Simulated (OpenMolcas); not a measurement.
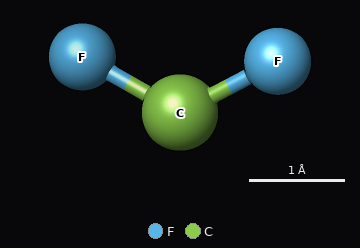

Fig. 1: The input geometry (ball-and-stick view, seen at a tilt). Bond lengths as drawn: C–F 1.21 Å.

## Single-point calculation, with input and output: CF2 (charge +1) (part 1 of 3)

System: CF2, charge +1, multiplicity 4, SMILES F[C+]F.
Method: M06-2X/cc-pVTZ, UKS (OpenMolcas 26.06).

The geometry is that of the parent species in another charge or spin state. The geometry comes from this level: PBE0-D4/def2-TZVP.

## What the program printed
```
--- Start Module: gateway ---

                                              &GATEWAY

                       available to each process: 1.9 GB of memory, 1 thread

 Basis Set     1 Label: F.CC-PVTZ
 Basis set is read from library:.
 basistype.tbl is not found

 Basis Set     2 Label: C.CC-PVTZ
 Basis set is read from library:.
 basistype.tbl is not found

 Basis Set     3 Label: F.CC-PVTZ
 Basis set is read from library:.
 basistype.tbl is not found

++    Symmetry information:
      ---------------------

                    Character Table for C1

                             E
                    a        1  x, y, xy, Rz, z, xz, Ry, yz, Rx, I
--

++    Basis set information:
      ----------------------

      Basis set label: F.CC-PVTZ.........

      Electronic valence basis set:
      ------------------
      Associated Effective Charge   9.000000 au
      Associated Actual Charge      9.000000 au
      Nuclear Model: Point charge

      Shell  nPrim  nBasis  Cartesian Spherical Contaminant
         s      10       4        X
         p       5       3        X
         d       2       2                 X
         f       1       1                 X

      Basis set label: C.CC-PVTZ.........

      Electronic valence basis set:
      ------------------
      Associated Effective Charge   6.000000 au
      Associated Actual Charge      6.000000 au
      Nuclear Model: Point charge

      Shell  nPrim  nBasis  Cartesian Spherical Contaminant
         s      10       4        X
         p       5       3        X
         d       2       2                 X
         f       1       1                 X

      Basis set label: F.CC-PVTZ.........

      Electronic valence basis set:
      ------------------
      Associated Effective Charge   9.000000 au
      Associated Actual Charge      9.000000 au
      Nuclear Model: Point charge

      Shell  nPrim  nBasis  Cartesian Spherical Contaminant
         s      10       4        X
         p       5       3        X
         d       2       2                 X
         f       1       1                 X
--

++    Molecular structure info:
      -------------------------

                    ************************************************
                    **** Cartesian Coordinates / bohr, angstrom ****
                    ************************************************

     Center  Label                x              y              z                     x              y              z
        1      F1               0.716414       1.838666       0.597513              0.379110       0.972980       0.316190
        2      C2               0.521016      -0.418310       0.240505              0.275710      -0.221360       0.127270
        3      F3              -1.237449      -1.420356      -0.838037             -0.654830      -0.751620      -0.443470

                    ***************************************
                    *    InterNuclear Distances / bohr    *
                    ***************************************

               1 F1            2 C2            3 F3
    1 F1       0.000000
    2 C2       2.293376        0.000000
    3 F3       4.061971        2.293371        0.000000

                    *******************************************
                    *    InterNuclear Distances / angstrom    *
                    *******************************************

               1 F1            2 C2            3 F3
    1 F1       0.000000
    2 C2       1.213602        0.000000
    3 F3       2.149502        1.213600        0.000000

                    **************************************
                    *    Valence Bond Angles / degree    *
                    **************************************
                          Atom centers                 Phi
                      1 F1       2 C2       3 F3       124.65
--

            Nuclear Potential Energy             67.03325668 au

--- Stop Module: gateway /rc=_RC_ALL_IS_WELL_ ---

--- Start Module: seward ---

                                              &SEWARD

                       available to each process: 1.9 GB of memory, 1 thread

               SEWARD will generate:
                  Multipole Moment integrals up to order  2
                  Kinetic Energy integrals
                  Nuclear Attraction integrals (point charge)
                  One-Electron Hamiltonian integrals
                  Velocity integrals
                  Orbital angular momentum around ( -0.0729   0.0586  -0.0337 )
                  Velocity quadrupole around ( -0.0729   0.0586  -0.0337 )
                  Two-Electron Repulsion integrals

                   Integrals are discarded if absolute value <: 1.00E-14
                   Integral cutoff threshold is set to       <: 1.00E-16

            Nuclear Potential Energy             67.03325668 au

      Basis set specifications :
      Symmetry species         a
      Basis functions           90

--- Stop Module: seward /rc=_RC_ALL_IS_WELL_ ---
--- Module seward spent 3 seconds ---

--- Start Module: scf ---

                                                &SCF

                       available to each process: 1.9 GB of memory, 1 thread

++    Input section:
      --------------

      Header of the integral files:

      Cartesian coordinates in angstrom:
      -----------------------------------------------------
      No.  Label        X            Y            Z
      -----------------------------------------------------
       1   F1         0.37911000   0.97298000   0.31619000
       2   C2         0.27571000  -0.22136000   0.12727000
       3   F3        -0.65483000  -0.75162000  -0.44347000
      -----------------------------------------------------
      Nuclear repulsion energy =   67.03325668
--

++    Orbital specifications:
      -----------------------

      Symmetry species               1
                                     a
      Frozen orbitals                0
      Start temperature = 0.500
      End temperature   = 0.010
      Temperature Factor= 0.460
      Deleted orbitals               0
      Total number of orbitals      90
      Number of basis functions     90
--

      Molecular charge                           1.000

      Numerical integration parameters
      --------------------------------
      Radial quadrature type:                         MHL
      Size of radial grid:                            99
      Lebedev angular grid:                           41
      Angular grid pruned with the crowding factor:  1.00E+10
                                 and fading factor:  1.00E+01
      Screening threshold for integral computation:   1.00E-11
      Radial quadrature accuracy:                     1.00E-25
      Maximum batch size:                             128
      AO values are stored on disk
      The same grid will be used for all iterations.

      DFT functional specifications
      -----------------------------
      Using Libxc version: 6.2.2
      Please cite the following reference:
      S. Lehtola, C. Steigemann, M. J.T. Oliveira, and M. A.L. Marques.,  SoftwareX 7, 1–5 (2018) doi:10.1016/j.softx.2017.11.002

      * Minnesota M06-2X hybrid exchange functional
        - Y. Zhao and D. G. Truhlar.,  Theor. Chem. Acc. 120, 215 (2008) doi:10.1007/s00214-007-0310-x
      * Minnesota M06-2X correlation functional
        - Y. Zhao and D. G. Truhlar.,  Theor. Chem. Acc. 120, 215 (2008) doi:10.1007/s00214-007-0310-x

++    Optimization specifications:
      ----------------------------

      SCF Algorithm: Conventional USCF
      D(i)-D(i-1) density differences are used
      Number of density matrices in core                 5
      Maximum number of NDDO SCF iterations            400
      Maximum number of HF SCF iterations              400
      Threshold for SCF energy change             1.00E-10
      Threshold for density matrix                1.00E-07
      Threshold for Fock matrix                   1.00E-07
      Threshold for linear dependence             1.00E-09
      Threshold at which DIIS is turned on        1.50E-01
      Maximum depth in the DIIS procedure                5
      Maximum depth in the BFGS Hessian update          30
      Threshold at which QNR/C2DIIS is turned on  7.50E-02
      Threshold for Norm(delta) (QNR/C2DIIS)      1.00E-05
      All orbitals punched on: UHFORB
--

      Input vectors read from INPORB
      Orbital file label: *Guess orbitals

++ Convergence information
                               UHF M062X      iterations: Energy and convergence statistics

Iter     Tot. M062X      One-elec.       Two-elec.     Energy      Max Dij or  Max Fij      DNorm      TNorm      AccCon     Time
         Energy          Energy          Energy        Change      Delta Norm                                                in Sec.
   1  -233.843392181  -457.797911770   156.921262912   0.00E+00    1.91E-01*   1.65E+00*    8.73E+00   1.36E+02   None         3.
   2  -235.253710874  -463.844286655   161.557319103  -1.41E+00*   5.29E-01*   3.43E-01*    7.52E+00   1.37E+02   EDIIS        2.
   3  -235.738703163  -459.550005113   156.778045273  -4.85E-01*   3.25E-01*   3.35E-01*    6.09E+00   1.36E+02   EDIIS        2.
   4  -236.634917537  -466.589721068   162.921546854  -8.96E-01*   3.66E-01*   2.07E-01*    3.29E+00   1.38E+02   EDIIS        2.
   5  -236.711456730  -461.272605136   157.527891728  -7.65E-02*   1.35E-01*   1.48E-01*    2.85E+00   1.36E+02   EDIIS        2.
   6  -236.951814888  -464.707138897   160.722067332  -2.40E-01*   5.26E-02*   4.50E-02*    1.11E+00   1.37E+02   EDIIS        2.
   7  -236.975084350  -463.719866048   159.711525021  -2.33E-02*   9.07E-02*   3.73E-02*    5.92E-01   1.37E+02   EDIIS        2.
   8  -236.976073814  -464.779051649   160.769721158  -9.89E-04*   1.72E-02*   2.10E-02*    4.92E-01   1.37E+02   EDIIS        2.

       Fermi aufbau procedure completed!
      nOcc(alpha)=   13
      nOcc(beta) =   10

   9  -236.981590226  -464.222406792   160.207559889  -5.52E-03*   1.15E-02*   3.41E-03*    7.76E-02   1.37E+02   c2DIIS       2.
  10  -236.981674458  -464.270612767   160.255681632  -8.42E-05*   8.81E-03*   1.54E-03*    2.98E-02   1.37E+02   QNRc2DIIS    2.
  11  -236.981690403  -464.264702155   160.249755075  -1.59E-05*   1.57E-02*   1.00E-03*    1.61E-02   1.37E+02   QNRc2DIIS    2.
  12  -236.981696976  -464.275339672   160.260386019  -6.57E-06*   3.03E-03*   6.96E-04*    2.66E-02   1.37E+02   QNRc2DIIS    2.
  13  -236.981699594  -464.271908276   160.256952005  -2.62E-06*   9.20E-04*   3.07E-04*    4.92E-03   1.37E+02   QNRc2DIIS    2.
  14  -236.981699898  -464.268399318   160.253442742  -3.05E-07*   1.70E-03*   1.06E-04*    1.94E-03   1.37E+02   QNRc2DIIS    2.
  15  -236.981700069  -464.268744590   160.253787844  -1.70E-07*   9.34E-05*   1.46E-05*    3.04E-03   1.37E+02   QNRc2DIIS    2.
  16  -236.981700070  -464.269200866   160.254244118  -1.76E-09*   2.58E-05*   5.11E-06*    2.80E-04   1.37E+02   QNRc2DIIS    2.
  17  -236.981700071  -464.269079467   160.254122718  -3.03E-10*   8.38E-06    9.74E-07*    8.26E-05   1.37E+02   QNRc2DIIS    2.
  18  -236.981700071  -464.269066801   160.254110053  -1.48E-11    1.16E-06    2.03E-07*    1.91E-05   1.37E+02   QNRc2DIIS    2.
  19  -236.981700071  -464.269066205   160.254109457   2.27E-13*   2.64E-07    2.84E-08     2.74E-06   1.37E+02   QNRc2DIIS    2.
  20  -236.981700071  -464.269066174   160.254109426  -1.71E-13    9.90E-08    8.61E-09     5.62E-07   1.37E+02   QNRc2DIIS    2.

       Convergence after  20 Iterations
--

 *****************************************************************************************************************************
 *                                             SCF/KS-DFT Program, Final results                                             *
 *                                                       Final Results                                                       *
 *****************************************************************************************************************************

::    Total KS-DFT energy                            -236.9817000708
      One-electron energy                            -464.2690661742
      Two-electron energy                             160.2541094259
      Nuclear repulsion energy                         67.0332566775
      Kinetic energy (interpolated)                   236.6434682570
      Virial theorem                                    1.0014292886
      Total spin, S(S+1)                                3.7620650034
      Total spin, S                                     1.5030139798
      Max non-diagonal density matrix element           0.0000000525
      Max non-diagonal Fock matrix element              0.0000000050

      All orbitals with orbital energies smaller than  E(LUMO)+0.5 are printed

++    Molecular orbitals:
      -------------------

      Title: UKS-DFT orbitals (alpha)

      Molecular orbitals for symmetry species 1: a

      Basis set list:
        1 F1     1s                 19 F1     3d0                37 C2     2px                55 C2     4f2-               73 F3     2pz
        2 F1     1s                 20 F1     3d1+               38 C2     2py                56 C2     4f1-               74 F3     3d2-
        3 F1     1s                 21 F1     3d1+               39 C2     2py                57 C2     4f0                75 F3     3d2-
        4 F1     1s                 22 F1     3d2+               40 C2     2py                58 C2     4f1+               76 F3     3d1-
        5 F1     2px                23 F1     3d2+               41 C2     2pz                59 C2     4f2+               77 F3     3d1-
        6 F1     2px                24 F1     4f3-               42 C2     2pz                60 C2     4f3+               78 F3     3d0
        7 F1     2px                25 F1     4f2-               43 C2     2pz                61 F3     1s                 79 F3     3d0
        8 F1     2py                26 F1     4f1-               44 C2     3d2-               62 F3     1s                 80 F3     3d1+
        9 F1     2py                27 F1     4f0                45 C2     3d2-               63 F3     1s                 81 F3     3d1+
       10 F1     2py                28 F1     4f1+               46 C2     3d1-               64 F3     1s                 82 F3     3d2+
       11 F1     2pz                29 F1     4f2+               47 C2     3d1-               65 F3     2px                83 F3     3d2+
       12 F1     2pz                30 F1     4f3+               48 C2     3d0                66 F3     2px                84 F3     4f3-
       13 F1     2pz                31 C2     1s                 49 C2     3d0                67 F3     2px                85 F3     4f2-
       14 F1     3d2-               32 C2     1s                 50 C2     3d1+               68 F3     2py                86 F3     4f1-
       15 F1     3d2-               33 C2     1s                 51 C2     3d1+               69 F3     2py                87 F3     4f0
       16 F1     3d1-               34 C2     1s                 52 C2     3d2+               70 F3     2py                88 F3     4f1+
       17 F1     3d1-               35 C2     2px                53 C2     3d2+               71 F3     2pz                89 F3     4f2+
       18 F1     3d0                36 C2     2px                54 C2     4f3-               72 F3     2pz                90 F3     4f3+

  Index Energy  Occupation Coefficients ...

    1  -25.7859    1.0000          1 F1     1s     (-0.828),    61 F3     1s     ( 0.555),

    2  -25.7859    1.0000          1 F1     1s     (-0.555),    61 F3     1s     (-0.828),

    3  -11.0489    1.0000         31 C2     1s     ( 0.998),
```
